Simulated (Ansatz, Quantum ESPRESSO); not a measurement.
# Al2O2, 1 layer in a field-effect set-up, part 3 of 7

Wanted: induced charge and band edges of Al2O2, 1 layer beside a charged plate.

Quantum ESPRESSO 7.5; plane-wave DFT, PBE, GBRV ultrasoft pseudopotentials; geometry by Ansatz 0.2.0 with PAW datasets.

So far. Step 3 (Self-consistent run: neutral sheet, no gate): The run needed 20 iterations to bring the estimated error under 1e-07 Ry.

## (6) Band structure: neutral sheet, no gate

A bands run reads the converged density and follows the path given under K_POINTS.

Contents of g0.bands.in:

```
&control
  prefix = 'g0.bands'
  outdir = './out'
  pseudo_dir = './pseudo'
  calculation = 'bands'
  tefield = .true.
  dipfield = .true.
/
&system
  ibrav = 0
  nat = 4
  ntyp = 2
  ecutwfc = 40
  ecutrho = 200
  occupations = 'smearing'
  smearing = 'fd'
  degauss = 0.004
  edir = 3
  emaxpos = 0.210468
  eopreg = 0.01
  eamp = 0.0
  nbnd = 15
/
&electrons
  conv_thr = 1e-07
  mixing_beta = 0.4
  electron_maxstep = 120
  mixing_mode = 'local-TF'
/
ATOMIC_SPECIES
  O   15.9990  o_pbe_v1.2.uspp.F.UPF
  Al  26.9815  al_pbe_v1.uspp.F.UPF
CELL_PARAMETERS angstrom
  2.96592489609764 0.00000000000000 0.00000000000000
  -1.48296244804882 2.56856630573727 0.00000000000000
  0.00000000000000 0.00000000000000 26.07114263470000
ATOMIC_POSITIONS crystal
  O   0.333333333333 0.666666666667 0.424304947849
  Al  -0.000000000000 -0.000000000000 0.449719284111
  Al  0.000000000000 -0.000000000000 0.550280710080
  O   0.333333333333 0.666666666667 0.575695057960
K_POINTS crystal_b
4
  0.0000000000 0.0000000000 0.0000000000 14
  0.5000000000 0.0000000000 0.0000000000 14
  0.3333333333 0.3333333333 0.0000000000 14
  0.0000000000 0.0000000000 0.0000000000 1
```

Run with:

```console
cp -r out/g0.save out/g0.bands.save
cp out/g0.xml out/g0.bands.xml
OMP_NUM_THREADS=1 mpirun -n 2 pw.x -nk 2 -in g0.bands.in > g0.bands.out
```

Log:

```text
[banner, memory and clock lines left out]
Program PWSCF v.7.5 starts

          URL

     Presently no symmetry can be used with electric field

     Atomic positions and unit cell read from directory:
     ./out/g0.bands.save/

     G-vector sticks info

     bravais-lattice index     =            0
     lattice parameter (alat)  =       5.6048  a.u.
     unit-cell volume          =    1340.3172 (a.u.)^3
     number of atoms/cell      =            4
     number of atomic types    =            2
     number of electrons       =        18.00
     number of Kohn-Sham states=           15
     kinetic-energy cutoff     =      40.0000  Ry
     charge density cutoff     =     200.0000  Ry
     Exchange-correlation= SLA  PW   PBE  PBE
                           (   1   4   3   4   0   0   0)

     celldm(1)=   5.604786  celldm(2)=   0.000000  celldm(3)=   0.000000
     celldm(4)=   0.000000  celldm(5)=   0.000000  celldm(6)=   0.000000

     crystal axes: (cart. coord. in units of alat)
               a(1) = (   1.000000   0.000000   0.000000 )
               a(2) = (  -0.500000   0.866025   0.000000 )
               a(3) = (   0.000000   0.000000   8.790223 )

     reciprocal axes: (cart. coord. in units 2 pi/alat)
               b(1) = (  1.000000  0.577350 -0.000000 )
               b(2) = (  0.000000  1.154701  0.000000 )
               b(3) = (  0.000000 -0.000000  0.113763 )

     PseudoPot. # 1 for O  read from file:
     ./pseudo/o_pbe_v1.2.uspp.F.UPF
     Pseudo is Ultrasoft + core correction, Zval =  6.0
     Generated by new atomic code, or converted to UPF format
     Using radial grid of  737 points,  5 beta functions with:
                l(1) =   0
                l(2) =   0
                l(3) =   1
                l(4) =   1
                l(5) =   2
     Q(r) pseudized with  8 coefficients,  rinner =    0.900   0.900   0.900
                                                       0.900   0.900

     PseudoPot. # 2 for Al read from file:
     ./pseudo/al_pbe_v1.uspp.F.UPF
     Pseudo is Ultrasoft + core correction, Zval =  3.0
     Generated by new atomic code, or converted to UPF format
     Using radial grid of  893 points,  3 beta functions with:
                l(1) =   0
                l(2) =   1
                l(3) =   2
     Q(r) pseudized with  8 coefficients,  rinner =    0.900   0.900   0.900
                                                       0.900   0.900

     atomic species   valence    mass     pseudopotential
     O                 6.00    15.99900     O ( 1.00)
     Al                3.00    26.98150     Al( 1.00)

     No symmetry found

   Cartesian axes

     site n.     atom                  positions (alat units)
         1        O      tau(   1) = (  -0.0000000   0.5773503   3.7297353  )
         2        Al     tau(   2) = (   0.0000000   0.0000000   3.9531330  )
         3        Al     tau(   3) = (   0.0000000   0.0000000   4.8370904  )
         4        O      tau(   4) = (  -0.0000000   0.5773503   5.0604882  )

     number of k points=    43  Fermi-Dirac smearing, width (Ry)=  0.0040
                       cart. coord. in units 2pi/alat
        k(    1) = (   0.0000000   0.0000000   0.0000000), wk =   0.0465116
        k(    2) = (   0.0357143   0.0206197   0.0000000), wk =   0.0465116
        k(    3) = (   0.0714286   0.0412393   0.0000000), wk =   0.0465116
        k(    4) = (   0.1071429   0.0618590   0.0000000), wk =   0.0465116
        k(    5) = (   0.1428571   0.0824786   0.0000000), wk =   0.0465116
        k(    6) = (   0.1785714   0.1030983   0.0000000), wk =   0.0465116
        k(    7) = (   0.2142857   0.1237179   0.0000000), wk =   0.0465116
        k(    8) = (   0.2500000   0.1443376   0.0000000), wk =   0.0465116
        k(    9) = (   0.2857143   0.1649572   0.0000000), wk =   0.0465116
        k(   10) = (   0.3214286   0.1855769   0.0000000), wk =   0.0465116
        k(   11) = (   0.3571429   0.2061965   0.0000000), wk =   0.0465116
        k(   12) = (   0.3928571   0.2268162   0.0000000), wk =   0.0465116
        k(   13) = (   0.4285714   0.2474358   0.0000000), wk =   0.0465116
        k(   14) = (   0.4642857   0.2680555   0.0000000), wk =   0.0465116
        k(   15) = (   0.5000000   0.2886751   0.0000000), wk =   0.0465116
        k(   16) = (   0.4880952   0.3092948   0.0000000), wk =   0.0465116
        k(   17) = (   0.4761905   0.3299144   0.0000000), wk =   0.0465116
        k(   18) = (   0.4642857   0.3505341   0.0000000), wk =   0.0465116
        k(   19) = (   0.4523810   0.3711537   0.0000000), wk =   0.0465116
        k(   20) = (   0.4404762   0.3917734   0.0000000), wk =   0.0465116
        k(   21) = (   0.4285714   0.4123930   0.0000000), wk =   0.0465116
        k(   22) = (   0.4166667   0.4330127   0.0000000), wk =   0.0465116
        k(   23) = (   0.4047619   0.4536324   0.0000000), wk =   0.0465116
        k(   24) = (   0.3928571   0.4742520   0.0000000), wk =   0.0465116
        k(   25) = (   0.3809524   0.4948717   0.0000000), wk =   0.0465116
        k(   26) = (   0.3690476   0.5154913   0.0000000), wk =   0.0465116
        k(   27) = (   0.3571429   0.5361110   0.0000000), wk =   0.0465116
        k(   28) = (   0.3452381   0.5567306   0.0000000), wk =   0.0465116
        k(   29) = (   0.3333333   0.5773503   0.0000000), wk =   0.0465116
        k(   30) = (   0.3095238   0.5361110   0.0000000), wk =   0.0465116
        k(   31) = (   0.2857143   0.4948717   0.0000000), wk =   0.0465116
        k(   32) = (   0.2619048   0.4536324   0.0000000), wk =   0.0465116
        k(   33) = (   0.2380952   0.4123930   0.0000000), wk =   0.0465116
        k(   34) = (   0.2142857   0.3711537   0.0000000), wk =   0.0465116
        k(   35) = (   0.1904762   0.3299144   0.0000000), wk =   0.0465116
        k(   36) = (   0.1666667   0.2886751   0.0000000), wk =   0.0465116
        k(   37) = (   0.1428571   0.2474358   0.0000000), wk =   0.0465116
        k(   38) = (   0.1190476   0.2061965   0.0000000), wk =   0.0465116
        k(   39) = (   0.0952381   0.1649572   0.0000000), wk =   0.0465116
        k(   40) = (   0.0714286   0.1237179   0.0000000), wk =   0.0465116
        k(   41) = (   0.0476190   0.0824786   0.0000000), wk =   0.0465116
        k(   42) = (   0.0238095   0.0412393   0.0000000), wk =   0.0465116
        k(   43) = (   0.0000000   0.0000000   0.0000000), wk =   0.0465116

     Dense  grid:    64217 G-vectors     FFT dimensions: (  25,  25, 225)

     Smooth grid:    45895 G-vectors     FFT dimensions: (  24,  24, 200)

     The potential is recalculated from file :
     ./out/g0.bands.save/charge-density

     negative rho (up, down):  4.717E-04 0.000E+00

[...]
-4.1161   0.2452   2.1695   2.8300   2.8657   3.4937   3.6259

          k = 0.1429 0.0825 0.0000 (  5742 PWs)   bands (ev):

   -22.3953 -22.3350  -9.2531  -7.3947  -7.2923  -7.1186  -6.6332  -6.6092
    -3.9795   0.5886   2.3756   3.0106   3.0740   3.7163   3.7962

          k = 0.1786 0.1031 0.0000 (  5752 PWs)   bands (ev):

   -22.3136 -22.2563  -9.1574  -7.7333  -7.5811  -7.0540  -6.7018  -6.6760
    -3.8393   0.9663   2.6000   3.2321   3.3331   3.9519   4.0090

          k = 0.2143 0.1237 0.0000 (  5732 PWs)   bands (ev):

   -22.2203 -22.1664  -9.1071  -8.1134  -7.8027  -6.9472  -6.7768  -6.7490
    -3.7003   1.3509   2.7712   3.4830   3.6179   4.0241   4.2628

          k = 0.2500 0.1443 0.0000 (  5756 PWs)   bands (ev):

   -22.1193 -22.0692  -9.1638  -8.4932  -7.8837  -6.8540  -6.8260  -6.8243
    -3.5643   1.7159   2.6394   3.7481   3.7735   4.1245   4.5597

          k = 0.2857 0.1650 0.0000 (  5746 PWs)   bands (ev):

   -22.0153 -21.9692  -9.3377  -8.8547  -7.8074  -6.9297  -6.8981  -6.6991
    -3.4317   2.0332   2.1061   4.0041   4.0128   4.5176   4.9036

          k = 0.3214 0.1856 0.0000 (  5718 PWs)   bands (ev):

   -21.9135 -21.8714  -9.5683  -9.1842  -7.6319  -7.0001  -6.9668  -6.5736
    -3.3022   1.4551   2.2770   4.2698   4.3641   4.9901   5.2861

          k = 0.3571 0.2062 0.0000 (  5712 PWs)   bands (ev):

   -21.8195 -21.7811  -9.8003  -9.4705  -7.4156  -7.0621  -7.0274  -6.4569
    -3.1755   0.8180   2.4343   4.5099   4.7573   5.4925   5.6643

          k = 0.3929 0.2268 0.0000 (  5724 PWs)   bands (ev):

   -21.7389 -21.7038 -10.0025  -9.7040  -7.1985  -7.1132  -7.0772  -6.3563
    -3.0521   0.2464   2.5150   4.7085   5.0672   5.7642   5.9852

          k = 0.4286 0.2474 0.0000 (  5718 PWs)   bands (ev):

   -21.6769 -21.6443 -10.1573  -9.8769  -7.1511  -7.1143  -7.0127  -6.2786
    -2.9376  -0.2197   2.5450   4.8432   5.1554   6.0813   6.2741

          k = 0.4643 0.2681 0.0000 (  5720 PWs)   bands (ev):

   -21.6378 -21.6069 -10.2541  -9.9832  -7.1744  -7.1371  -6.8866  -6.2295
    -2.8485  -0.5345   2.5509   4.9153   5.1376   6.4829   6.5123

          k = 0.5000 0.2887 0.0000 (  5720 PWs)   bands (ev):

   -21.6245 -21.5941 -10.2869 -10.0191  -7.1823  -7.1448  -6.8419  -6.2127
    -2.8133  -0.6478   2.5509   4.9374   5.1241   6.6090   6.6949

          k = 0.4881 0.3093 0.0000 (  5728 PWs)   bands (ev):

   -21.6232 -21.5928 -10.2809 -10.0135  -7.2035  -7.1622  -6.8365  -6.2111
    -2.8069  -0.6389   2.5687   4.9494   5.1285   6.5852   6.6099

          k = 0.4762 0.3299 0.0000 (  5728 PWs)   bands (ev):

   -21.6193 -21.5891 -10.2629  -9.9967  -7.2643  -7.2136  -6.8221  -6.2065
    -2.7876  -0.6129   2.6209   4.9855   5.1315   6.3156   6.6122

          k = 0.4643 0.3505 0.0000 (  5742 PWs)   bands (ev):

   -21.6130 -21.5830 -10.2330  -9.9688  -7.3594  -7.2967  -6.8017  -6.1989
    -2.7558  -0.5725   2.7041   5.0454   5.0916   6.0320   6.6156

          k = 0.4524 0.3712 0.0000 (  5738 PWs)   bands (ev):

   -21.6045 -21.5748 -10.1913  -9.9300  -7.4833  -7.4077  -6.7770  -6.1888
    -2.7116  -0.5215   2.8132   4.9270   5.1286   5.8681   6.6192

          k = 0.4405 0.3918 0.0000 (  5728 PWs)   bands (ev):

   -21.5941 -21.5648 -10.1380  -9.8805  -7.6306  -7.5421  -6.7489  -6.1764
    -2.6555  -0.4647   2.9417   4.6205   5.2342   5.8620   6.6221

          k = 0.4286 0.4124 0.0000 (  5720 PWs)   bands (ev):

   -21.5823 -21.5533 -10.0735  -9.8205  -7.7962  -7.6950  -6.7181  -6.1623
    -2.5882  -0.4078   3.0825   4.2500   5.3598   5.9446   6.6230

          k = 0.4167 0.4330 0.0000 (  5716 PWs)   bands (ev):

   -21.5694 -21.5408  -9.9980  -9.7503  -7.9747  -7.8611  -6.6852  -6.1470
    -2.5107  -0.3567   3.2282   3.8722   5.5019   6.0630   6.6205

          k = 0.4048 0.4536 0.0000 (  5708 PWs)   bands (ev):

   -21.5560 -21.5279  -9.9121  -9.6704  -8.1610  -8.0355  -6.6512  -6.1311
    -2.4245  -0.3177   3.3717   3.5149   5.6543   6.1905   6.6137

          k = 0.3929 0.4743 0.0000 (  5698 PWs)   bands (ev):

   -21.5428 -21.5152  -9.8161  -9.5812  -8.3503  -8.2134  -6.6174  -6.1154
    -2.3317  -0.2967   3.1953   3.5064   5.8080   6.3119   6.6031

          k = 0.3810 0.4949 0.0000 (  5686 PWs)   bands (ev):

   -21.5304 -21.5032  -9.7107  -9.4832  -8.5383  -8.3904  -6.5852  -6.1006
    -2.2359  -0.2981   2.9262   3.6264   5.9503   6.4175   6.5920

          k = 0.3690 0.5155 0.0000 (  5690 PWs)   bands (ev):

   -21.5195 -21.4927  -9.5966  -9.3770  -8.7208  -8.5624  -6.5565  -6.0876
    -2.1424  -0.3227   2.7169   3.7259   6.0654   6.5024   6.5877

          k = 0.3571 0.5361 0.0000 (  5704 PWs)   bands (ev):

   -21.5109 -21.4844  -9.4746  -9.2634  -8.8942  -8.7258  -6.5332  -6.0772
    -2.0595  -0.3637   2.5719   3.8003   6.1392   6.5645   6.5983

          k = 0.3452 0.5567 0.0000 (  5702 PWs)   bands (ev):

   -21.5052 -21.4789  -9.3466  -9.1432  -9.0543  -8.8772  -6.5176  -6.0704
    -1.9992  -0.4054   2.4898   3.8457   6.1717   6.6028   6.6200

          k = 0.3333 0.5774 0.0000 (  5694 PWs)   bands (ev):

   -21.5031 -21.4769  -9.2401  -9.1719  -9.0316  -8.9996  -6.5118  -6.0679
    -1.9762  -0.4246   2.4644   3.8608   6.1785   6.6160   6.6327

          k = 0.3095 0.5361 0.0000 (  5686 PWs)   bands (ev):

   -21.5125 -21.4859  -9.4510  -9.2385  -8.9148  -8.7471  -6.5392  -6.0793
    -2.0742  -0.3200   2.5478   3.8065   6.1704   6.5422   6.5544

          k = 0.2857 0.4949 0.0000 (  5712 PWs)   bands (ev):

   -21.5431 -21.5154  -9.6122  -9.3789  -8.6128  -8.4664  -6.6305  -6.1166
    -2.3109  -0.0164   2.7568   3.6697   6.1014   6.2968   6.3428

          k = 0.2619 0.4536 0.0000 (  5712 PWs)   bands (ev):

   -21.5970 -21.5672  -9.6863  -9.4287  -8.3051  -8.1808  -6.7914  -6.1826
    -2.5793   0.4217   3.0466   3.4865   5.6979   5.9867   6.2503

          k = 0.2381 0.4124 0.0000 (  5696 PWs)   bands (ev):

   -21.6740 -21.6411  -9.6722  -9.3843  -8.0023  -7.8992  -7.0128  -6.2771
    -2.8238   0.9484   3.2694   3.3808   5.2035   5.5696   6.2563

          k = 0.2143 0.3712 0.0000 (  5712 PWs)   bands (ev):

   -21.7710 -21.7342  -9.5773  -9.2475  -7.7140  -7.6304  -7.2708  -6.3964
    -3.0343   1.5412   3.0019   3.6904   4.7485   5.2119   5.7639

          k = 0.1905 0.3299 0.0000 (  5724 PWs)   bands (ev):

   -21.8830 -21.8419  -9.4201  -9.0246  -7.5362  -7.4424  -7.3822  -6.5340
    -3.2195   2.1845   2.6600   3.7973   4.3675   5.0050   5.2485

          k = 0.1667 0.2887 0.0000 (  5741 PWs)   bands (ev):

   -22.0035 -21.9578  -9.2394  -8.7268  -7.7427  -7.2099  -7.1611  -6.6809
    -3.3911   2.2437   2.8422   3.6239   4.0419   4.5094   4.9547

          k = 0.1429 0.2474 0.0000 (  5771 PWs)   bands (ev):

   -22.1255 -22.0751  -9.1080  -8.3693  -7.8270  -7.0078  -6.9748  -6.8244
    -3.5576   1.7799   3.1204   3.6988   3.7315   4.0397   4.5415

          k = 0.1190 0.2062 0.0000 (  5757 PWs)   bands (ev):

   -22.2419 -22.1871  -9.0995  -7.9731  -7.7170  -6.9762  -6.8412  -6.8034
    -3.7235   1.3000   2.8380   3.4257   3.5768   4.1196   4.2027

          k = 0.0952 0.1650 0.0000 (  5769 PWs)   bands (ev):

   -22.3462 -22.2877  -9.1896  -7.5707  -7.4505  -7.0867  -6.7099  -6.6814
    -3.8895   0.8311   2.5324   3.1439   3.2325   3.8822   3.9233

          k = 0.0714 0.1237 0.0000 (  5751 PWs)   bands (ev):

   -22.4331 -22.3714  -9.3064  -7.2967  -7.1223  -7.0668  -6.6120  -6.5878
    -4.0527   0.4008   2.2638   2.9083   2.9561   3.5938   3.6995

          k = 0.0476 0.0825 0.0000 (  5765 PWs)   bands (ev):

   -22.4983 -22.4343  -9.4071  -7.3204  -6.8096  -6.7813  -6.5448  -6.5230
    -4.2031   0.0438   2.0513   2.7330   2.7547   3.3700   3.5348

          k = 0.0238 0.0412 0.0000 (  5765 PWs)   bands (ev):

   -22.5386 -22.4732  -9.4727  -7.3614  -6.5792  -6.5551  -6.5056  -6.4851
    -4.3177  -0.1975   1.9127   2.6254   2.6321   3.2310   3.4339

          k = 0.0000 0.0000 0.0000 (  5775 PWs)   bands (ev):

   -22.5522 -22.4864  -9.4953  -7.3764  -6.4928  -6.4928  -6.4726  -6.4726
    -4.3623  -0.2837   1.8642   2.5892   2.5910   3.1840   3.3999

     XML data file, pseudopotentials, collected wavefunctions

                                        0.00s GPU  (     865 calls)
[key lines of the parts left out:]
Dipole field         -0.0000 Ry au,
```

Wall time 22 s (2 MPI ranks of Arm Neoverse V1, shared host); peak memory 0.14 GiB; 43 s of CPU time.

This step gave:

* valence top, on the run's zero: -1.976 eV
* conduction bottom, on the run's zero: -0.6478 eV

Band numbers count within the set of bands kept for display. The electronic bands at the labelled points (eV, zero at the highest filled level of the SCF mesh; v1 is the highest filled band, c1 the lowest empty one):

```tsv
point	v4	v3	v2	v1	c1	c2	c3	c4
Γ	-4.52	-4.50	-4.50	-2.39	1.69	3.84	4.56	4.57
M	-5.17	-4.87	-4.24	-0.84	1.33	4.53	6.91	7.10
K	-7.03	-4.54	-4.09	0.00	1.55	4.44	5.84	8.15
Γ	-4.52	-4.50	-4.50	-2.39	1.69	3.84	4.56	4.57
```

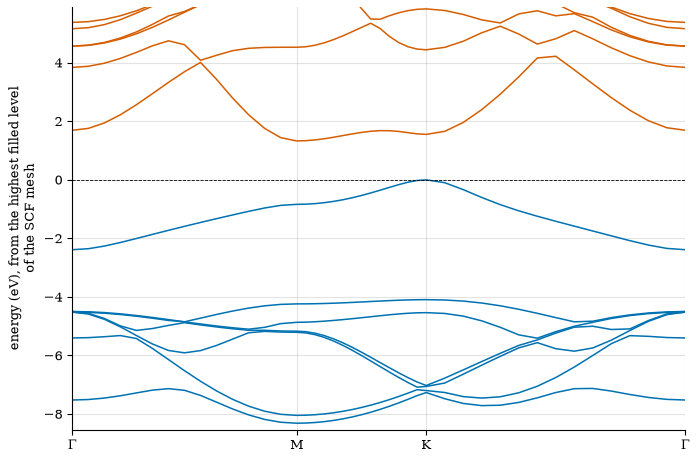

Electronic bands along the path; lines of filled and empty bands in two colours.

Along this path the valence top lies at K and the conduction bottom at M.

(Part 3 of 7 ends here.)

[Logs are printed without paths, hosts, clocks, repeated set-up lines and the standing remarks that a program may print on its own settings, such as how far it seeks lower states.]

[Hosts, paths, dates, database ids (printed as entryN), source tags and the programs' standing remarks are cut or masked in the printed files.]

[Maps of the electrostatic potential energy from Ansatz leave out the sawtooth potential of an applied field or a dipole correction, so their vacuum need not be flat; planar profiles and work functions include it.]
